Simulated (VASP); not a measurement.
```
CdZnSe2
1.0
    2.04108     1.17842     6.73043
   -2.04108     1.17842     6.73043
    0.00000    -2.35684     6.73043
Zn Cd Se
1 1 2
Direct
  0.49922   0.49922   0.49922
  0.00211   0.00211   0.00211
  0.13045   0.13045   0.13045
  0.61821   0.61821   0.61821
```

Method: LDA (Ceperley-Alder, Perdew-Zunger), VASP's LDA PAW potentials (set 64) (plane waves; VASP). Run with 400 eV cut-off, 7×7×7 Γ-centred mesh, tetrahedra with Blöchl corrections, potentials Zn Cd Se.

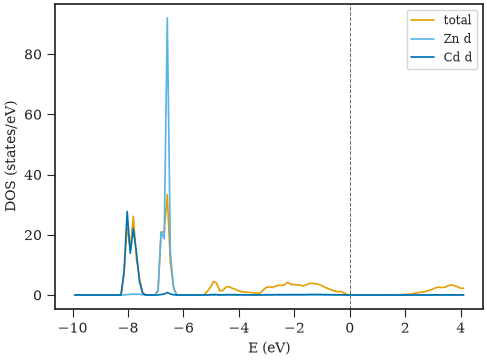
*Total and projected density of states, zero at the valence-band maximum*

Within 2 eV below the valence-band maximum the largest weight inside VASP's projection spheres is Se p.

The gap is direct, 0.61 eV, from the valence maximum at Γ to the conduction minimum at Γ.

The structure comes from a computed database's ZnCdSe2 entry (R3m); how it stands against other phases isn't given here. It was relaxed first, which changed the volume by -9 %.
